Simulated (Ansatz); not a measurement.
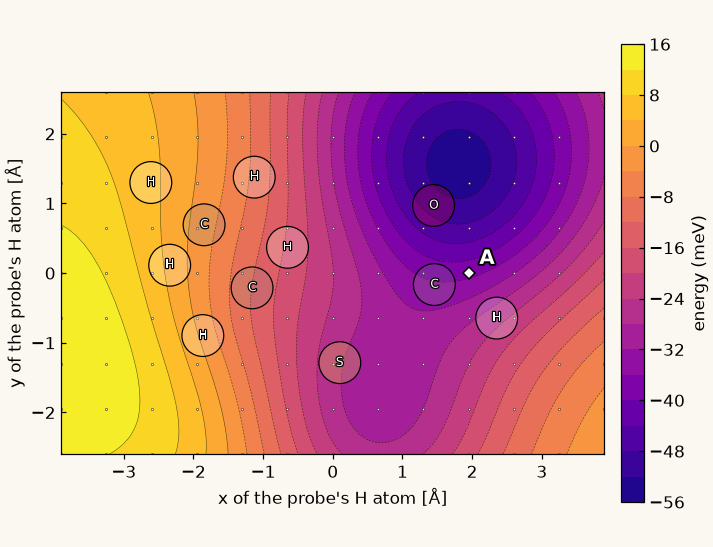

C₃H₆OS (SMILES CCSC=O) with the probe HF. The probe is moved over a plane parallel to the molecule's main plane, 3.88 Å above it. The first coordinate is: x of the probe's H atom; the second: y of the probe's H atom. Nothing is relaxed (molecule and probe rigid, the probe upright with H nearest the plane). Grid: 13 × 9 points. Energies: meV, counted from molecule and probe far apart, each relaxed in its own basis (no counterpoise correction). These are results of Ansatz 0.2.0, RKS PBE0-D4/def2-SVPD, not measurements.

The picture shows filled contours, dots at the grid points, labelled circles for the molecule's atoms, projected on the plane, the point A. Between grid points the surface is interpolated.

Which way does the force act at A, and how strong is it?

Answer. A, at x of the probe's H atom = 1.95 Å, y of the probe's H atom = 0.00 Å, is not a stationary point. The computed force is 0.016 eV/Å in the plane, pointing up in the picture (components −0.004 and 0.015 eV/Å).
